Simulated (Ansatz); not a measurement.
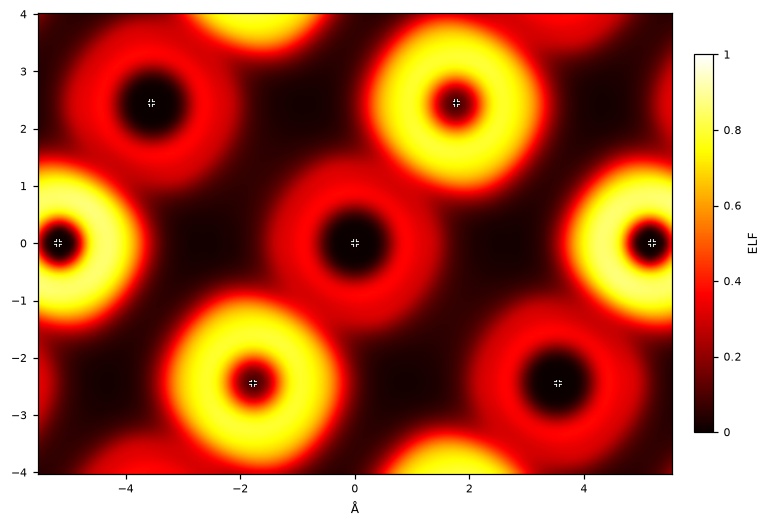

The ELF on a plane through atoms (crosses mark nuclei in the plane).

Level of theory: Ansatz, DFT LDA, scalar-relativistic, plane waves, PAW.

Candidates:
A. Sn₃Se₂S, a = 4.24 Å, b = 4.24 Å, c = 10.37 Å, α = 90.00°, β = 90.00°, γ = 120.00°. Space group P-3m1; a structure generated by program, which may or may not match a known phase; computed pressure about −4 GPa in this cell.
B. Cd₂HgS₃, a = 7.25 Å, b = 4.11 Å, c = 9.76 Å, α = 90.00°, β = 96.53°, γ = 90.00°. Space group C2; a structure generated by program, which may or may not match a known phase; computed pressure about −5 GPa in this cell.

Question: Which system is this?

Answer: Candidate A: Sn₃Se₂S on the (110) plane of the conventional cell, which holds Sn, Se and S. Sn–S (2.94 Å): the ELF peaks at about 0.85 in the valence shell of S, 0.8 Å from its nucleus, and drops to about 0.30 between the two atoms. Sn–Se (3.02 Å): the ELF is about 0.40 at the midpoint.
